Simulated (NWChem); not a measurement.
# GaHF (SMILES [F][GaH]): UM06-2X/aug-pcseg-1

What is the electronic atomisation energy of GaHF at UM06-2X/aug-pcseg-1? 

The results are computed with NWChem 7.3.0.

### 1 Starting point

GaHF: 3 atoms, total charge 0, spin state doublet. As SMILES, `[F][GaH]`. Geometry: relaxed at PBE0-D4/def2-TZVP.

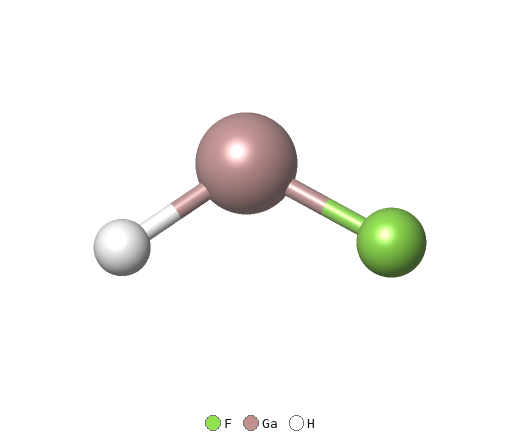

The structure, seen from a chosen angle (fluorine green, gallium pink, hydrogen white).

### 2 The energy at UM06-2X/aug-pcseg-1 (run 1)

Input file geom.nw:

```
start geom
title "FGaH energy"
memory stack 880 mb heap 220 mb global 1100 mb
geometry units angstrom noautosym nocenter noautoz
F     -1.252000     0.451400    -0.644800
Ga     0.292400     0.469800     0.214100
H      0.948600    -0.985900     0.417400
end
basis "ao basis" spherical bse
F library aug-pcseg-1
Ga library aug-pcseg-1
H library aug-pcseg-1
end
dft
xc m06-2x
mult 2
grid fine
convergence energy 1e-08
iterations 100
mulliken
print low
end
task dft
```

The run is started by

```sh
$ nwchem geom.nw > geom.out
```

The program printed:

```text
[...]
 d= 0,ls=0.0,diis     1  -2024.9545435150 -2.12D+03  9.28D-03  1.45D-01     2.1
[...]
 d= 0,ls=0.0,diis    13  -2025.0260698472 -3.37D-09  5.36D-07  1.29D-10    19.6
[...]
         Total DFT energy =    -2025.026069847230
      One electron energy =    -3014.401312428528
           Coulomb energy =      979.857207798323
    Exchange-Corr. energy =      -85.895109360166
 Nuclear repulsion energy =       95.413144143141
[...]
      Total Density - Mulliken Population Analysis
     ---------------------------------------------
    Atom       Charge   Shell Charges
 -----------   ------   -------------------------------------------------------
    1 F    9     9.68   2.00  0.94  1.02 -0.00  3.39  2.20  0.13  0.00  0.01
    2 Ga  31    30.16   2.00  2.00  1.99  0.80  0.58 -0.03  6.00  5.98  0.53  0.25 -0.01 10.02  0.02  0.01
    3 H    1     1.16   0.71  0.43  0.02  0.00 -0.00
[...]
      <S2> =      0.7553 (Exact =     0.7500)
[...]
```

It took 20 s on 1 thread of Intel Xeon Platinum 8488C (Sapphire Rapids), shared host; peak memory 0.11 GiB.

### 3 The F atom, same level (run 2)

Input file a.nw:

```
start a
title "F energy"
memory 2200 mb

geometry units angstroms noautosym nocenter noautoz
  F      0.000000     0.000000     0.000000
end

basis spherical bse
  F library aug-pcseg-1
end

dft
  xc m06-2x
  mult 2
  grid fine
  convergence energy 1e-08
  maxiter 100
  mulliken
  print low
end

task dft energy
```

Run the same way, it converges to -99.67651 Eh (log not shown).

Run 3 isn't shown in full; the table further down has it.

### 4 The H atom, same level (run 4)

Input file nw.nw:

```
START nw
TITLE "H"
memory total 2200 mb
charge 0

GEOMETRY units angstroms noautosym nocenter noautoz
 H     0.000000    0.000000    0.000000
END

BASIS spherical bse
 H library aug-pcseg-1
END

DFT
 xc m06-2x
 mult 2
 grid fine
 convergence energy 1e-08
 iterations 100
 mulliken
 noprint "final vectors analysis"
END

TASK dft
```

Run the same way, it converges to -0.49827 Eh (log not shown).

### 5 Overview of the runs

```
run  partner   energy (Eh)   ⟨S²⟩  wall time
  1     base  -2025.026070  0.755       20 s
  2    atoms    -99.676511  0.752      2.1 s
  3    atoms  -1924.588632  0.754      6.3 s
  4    atoms     -0.498271  0.750      0.7 s
```

### 6 Results

At UM06-2X/aug-pcseg-1:

| quantity | value |
| --- | --- |
| H atom: total energy | -0.49827 Eh |
| H atom: ⟨S²⟩ | 0.750 |
| electronic atomisation energy | 7.147 eV |

Taking the molecule apart into free atoms costs 7.15 eV (690 kJ/mol), before zero-point energy and without spin-orbit coupling. All runs together took 30 s, the longest 20 s.
